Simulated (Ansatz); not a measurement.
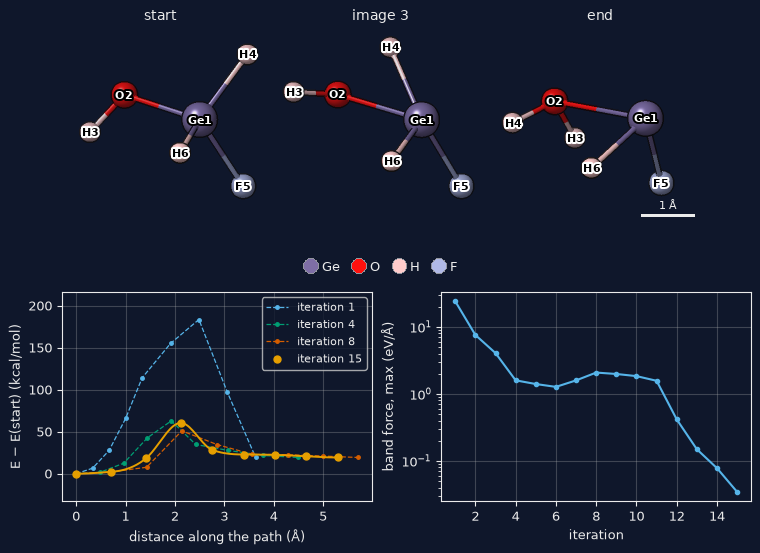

NEB run on GeH$_{3}$OF. Images are numbered from 0 (start) to 8 (end). The plot follows the band through its iterations. Style: ball-and-stick. Shown at a tilt.

Level of theory: RKS PBE0/def2-SVP in Ansatz. Settings: 7 movable images; climbing image; force threshold 0.05 eV/Å; iteration limit 60; starting path through a guess of the saddle point.

> Judge this run.

The result is final at these settings. The band converged in 15 iterations. The largest component of the band force went from 24 to 0.034 eV/Å. The climbing image converged on the top of the path. Its vibrational analysis gives one imaginary mode (1433i cm⁻¹), as a transition state must have. The first iteration put the highest image at 183.6 kcal/mol. Forward barrier 60.5 kcal/mol, backward barrier 41.2 kcal/mol, with image 3 at the top; the reaction energy is +19.3 kcal/mol.

The run took 4.3 min on 1 thread of Arm Neoverse V1, with other jobs on the host, peak memory 0.15 GiB.
